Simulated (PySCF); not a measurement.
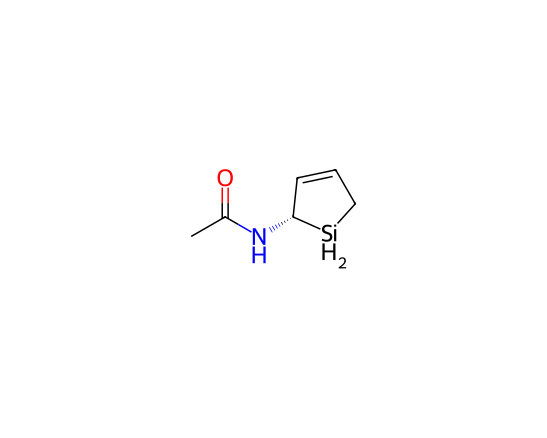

2D structure.

**Write the SMILES.**

CC(=O)N[C@@H]1C=CC[SiH2]1

**Give the formula, hydrogens included.**

C6H11NOSi.

**An optimisation with PBE0-D3(BJ)/def2-SVP gave a structure of which point group?**

C1.

More results for the same structure follow; atom numbers are the same in all pictures, views and colours differ. The geometry was computed by an optimisation with PBE0-D3(BJ)/def2-SVP. No frequency run is at hand to confirm it as a minimum.

### NMR shielding

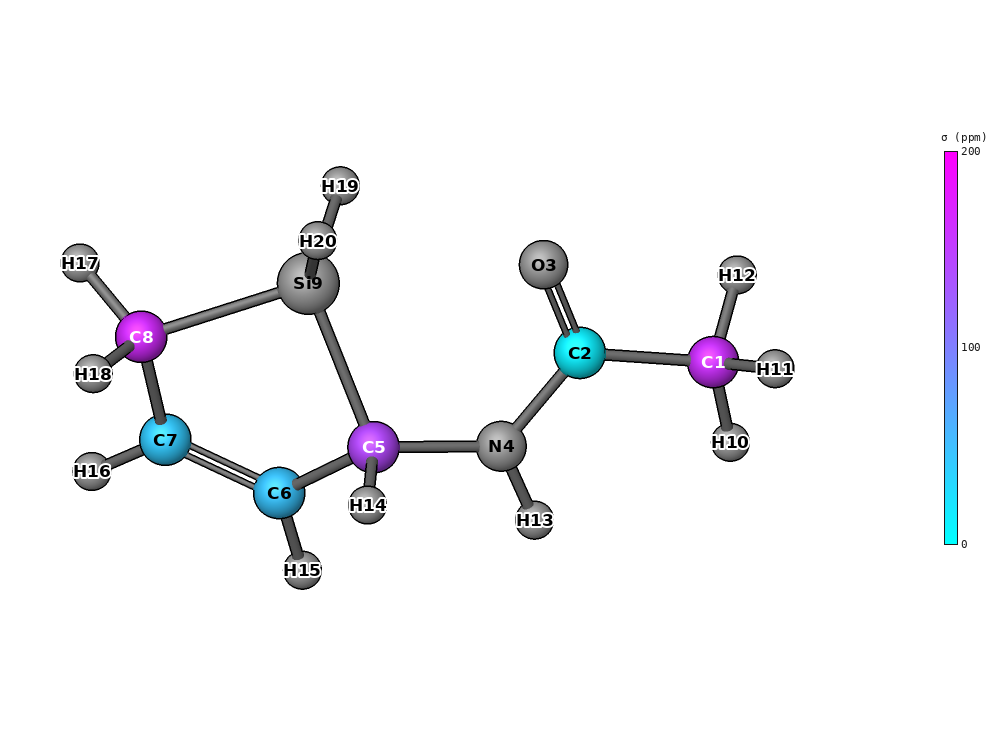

Atoms are coloured by their isotropic NMR shieldings (C only, the others grey). No frequency run is at hand to confirm it as a minimum. Level of theory: GIAO PBE0/pcSseg-1 NMR shielding, non-relativistic, gas phase (PySCF 2.14.0).

**Which C atom is the most shielded (lowest chemical shift)?**

C8 (165.7 ppm).

**Which C atom is the least shielded (highest chemical shift)?**

C2 (12.3 ppm).

**How wide is the range of C shifts?**

153.4 ppm.

Give the isotropic NMR shieldings of the C atoms atom by atom.

```json
{"atom": "C1", "σ (ppm)": "161.6"}
{"atom": "C2", "σ (ppm)": "12.3"}
{"atom": "C5", "σ (ppm)": "142.9"}
{"atom": "C6", "σ (ppm)": "45.7"}
{"atom": "C7", "σ (ppm)": "40.7"}
{"atom": "C8", "σ (ppm)": "165.7"}
```

### Excitation

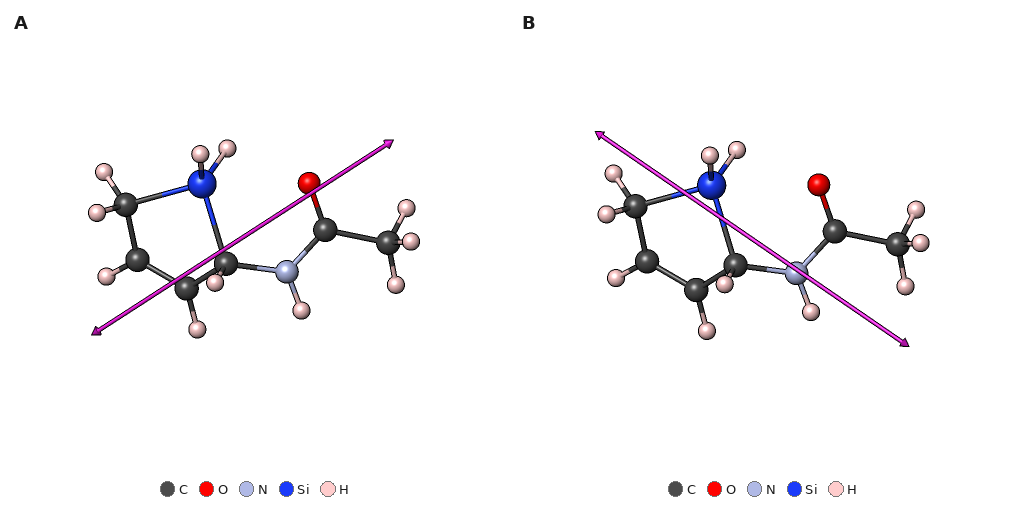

The double arrows show the directions of two transition dipoles from the ground state (lengths mean nothing). No frequency run is at hand to confirm it as a minimum. Properties computed with TDDFT CAM-B3LYP/def2-SVPD, vertical, gas phase, core orbitals frozen in the response (PySCF 2.14.0).

**One belongs to singlet state 3 and one to singlet state 6. Which is which?**

A: state 6, 7.01 eV (177 nm), oscillator strength 0.11, of mixed character, with the largest part HOMO → LUMO+3 (weight 0.26).
B: state 3, 6.61 eV (187 nm), oscillator strength 0.084, mainly HOMO → LUMO+1 (weight 0.52).

### Ring current

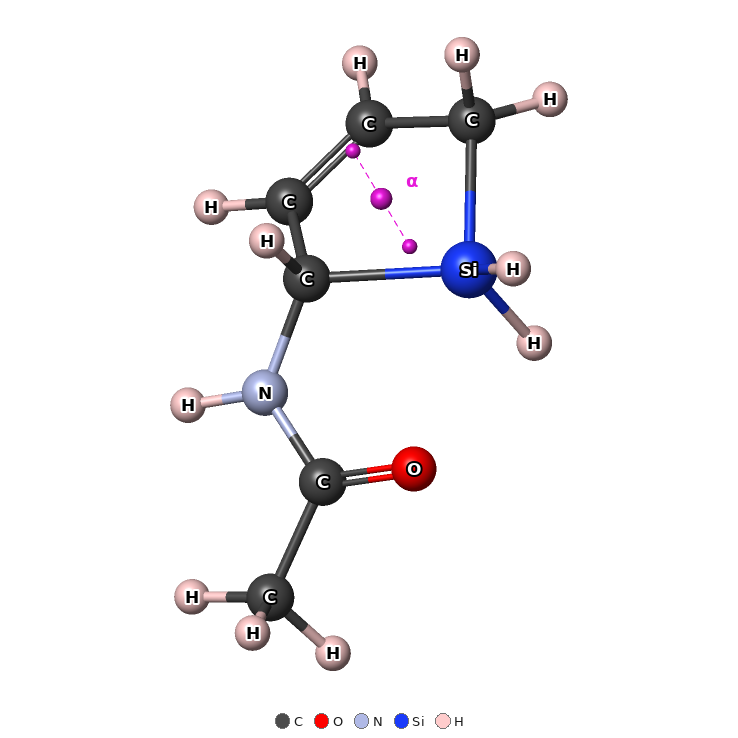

The small points mark where nucleus-independent chemical shifts (NICS) were computed: at the centre of each lettered ring and 1 Å above and below it. No frequency run is at hand to confirm it as a minimum. Level of theory: GIAO ωB97X-D/pcSseg-1 NMR shielding, non-relativistic, gas phase (PySCF 2.14.0).

Give NICS(0), NICS(1) and the out-of-plane component NICS(1)zz for each ring (means of the two sides).

| ring | members | NICS(0) | NICS(1) | NICS(1)zz |
| --- | --- | --- | --- | --- |
| α | C4Si | −2.6 | −3.7 | −1.4 |

Values in ppm.

**What do the values say about the ring currents?**

Ring α: weak, as in a non-aromatic ring. NICS is one index among several.
